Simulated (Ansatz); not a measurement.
CH₇BN (charge +1)

Input file:

```
crystal:
  periodic: [false, false, false]
  atoms:
    - { symbol: B, position_ang: [-1.13881, 0.13156, -0.86072] }
    - { symbol: "N", position_ang: [0.11779, 0.50706, -0.12845] }
    - { symbol: C, position_ang: [0.75546, -0.50854, 0.74787] }
    - { symbol: H, position_ang: [-1.57154, -0.93971, -0.72473] }
    - { symbol: H, position_ang: [-1.62615, 0.94291, -1.53815] }
    - { symbol: H, position_ang: [-0.08098, 1.34881, 0.4303] }
    - { symbol: H, position_ang: [0.80597, 0.81975, -0.82801] }
    - { symbol: H, position_ang: [1.648, -0.10175, 1.21968] }
    - { symbol: H, position_ang: [0.05735, -0.81931, 1.52161] }
    - { symbol: H, position_ang: [1.03292, -1.38078, 0.1606] }
total_charge: 1
basis:
  gaussian: { orbitals: def2-SVP }
hamiltonian:
  xc: hf
relax:
  f_tol: 0.015
  max_steps: 40
output:
  orbitals: {}
```

Launched as:

```sh
ansatz run input.yaml --threads 1 --pin off --max-ram 2048MiB --backend cpu --events-out ev --progress --plain --runs-dir out
```

The fields are those of the relaxed geometry.

Theory: RHF/def2-SVP (Ansatz).

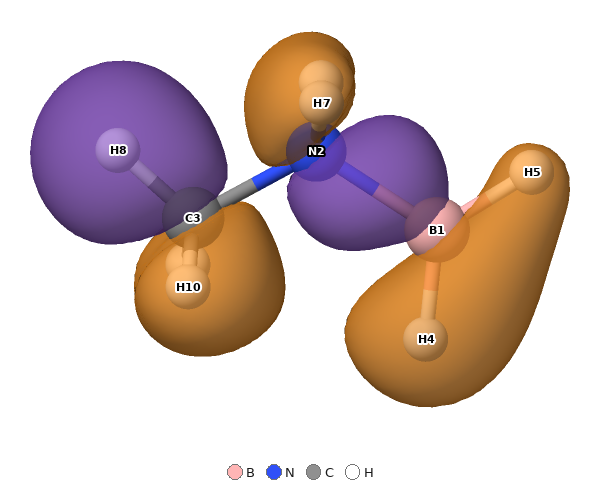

Figure 1. The HOMO−1 at ±0.1 Å⁻³ᐟ² (orange and purple are the two phases), seen across its widest extent.

What is the character of this orbital?

Answer. It lies mainly on C3 (about 25 %), N2 (about 20 %), H8 (about 15 %), B1 (about 15 %) and H4 (about 10 %). Its energy is −20.49 eV.

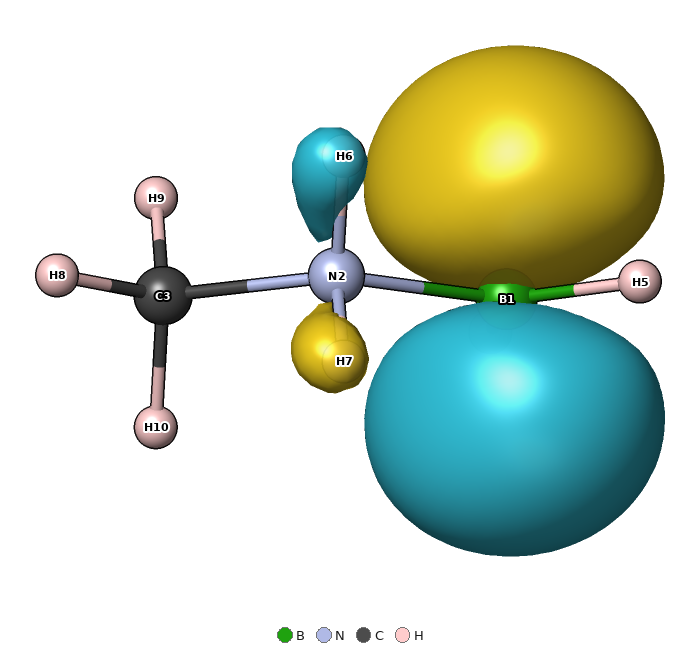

Figure 2. One frontier orbital at ±0.15 Å⁻³ᐟ² (yellow and cyan are the two phases), seen from one side.

Which orbital is it: HOMO or LUMO?

Answer. The LUMO, at −3.52 eV. By Hirshfeld shares it lies mainly on B1 (about 70 %), H4 (about 10 %), H5 (about 10 %) and N2 (about 5 %).
